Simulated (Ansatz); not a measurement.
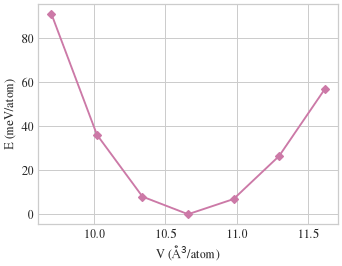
Fig. 1. WC in space group P2_13 (No. 198; W on 4a, C on 4a) under volume change, DFT-PBE in the program Ansatz with PAW potentials, shape and atoms relaxed at each volume.

Task: What does a third-order Birch–Murnaghan fit give for V₀, B₀ and B′?

Result: V₀ = 10.66 Å³/atom, B₀ = 270 GPa, B′ = 7.0.

A made-up cell: these elements were put on the sites of a structure type; neither database checked (COD, Materials Project) lists it. It is not the phase usual at ambient conditions (space group No. 187). Symmetry was held in the PBE relaxation; whether a distortion lowers the energy is not shown. The run is not spin-polarised. Spin–orbit coupling is left out wherever it is not named.

Potentials: the later of the program's two PAW sets.
